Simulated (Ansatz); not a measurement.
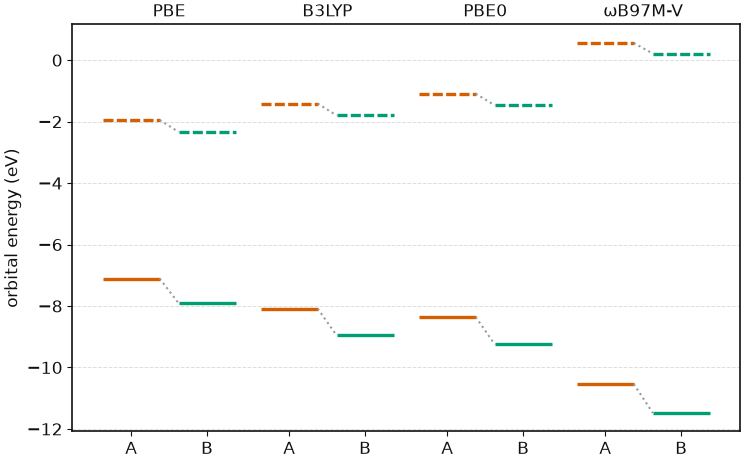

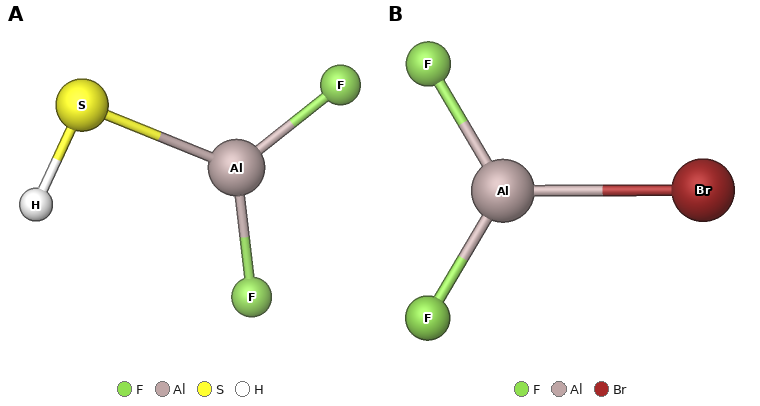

One change: A, AlHSF₂ (SMILES [F][Al]([F])[SH]), becomes B, AlBrF₂ (SMILES [F][Al]([F])[Br]). SH on Al is replaced by Br. HOMO (solid) and LUMO (dashed) computed in def2-TZVPP at PBE0-D4/def2-TZVP geometries, both minima by their frequencies, gas phase, the Ansatz code. Empty levels above zero depend strongly on the basis.

### What does the change do to HOMO and LUMO?

PBE: the HOMO falls by 0.80 eV, the LUMO falls by 0.39 eV, and the separation goes from 5.16 to 5.57 eV. B3LYP: the HOMO falls by 0.87 eV, the LUMO falls by 0.39 eV, and the separation goes from 6.67 to 7.16 eV. PBE0: the HOMO falls by 0.89 eV, the LUMO falls by 0.38 eV, and the separation goes from 7.27 to 7.78 eV. ωB97M-V: the HOMO falls by 0.94 eV, the LUMO falls by 0.35 eV, and the separation goes from 11.10 to 11.69 eV.

### Do the functionals agree on the effect?

They agree on the direction for both levels; the HOMO shift lies between −0.94 and −0.80 eV and the LUMO shift between −0.39 and −0.35 eV, while the separations themselves differ by up to 6.1 eV between functionals.
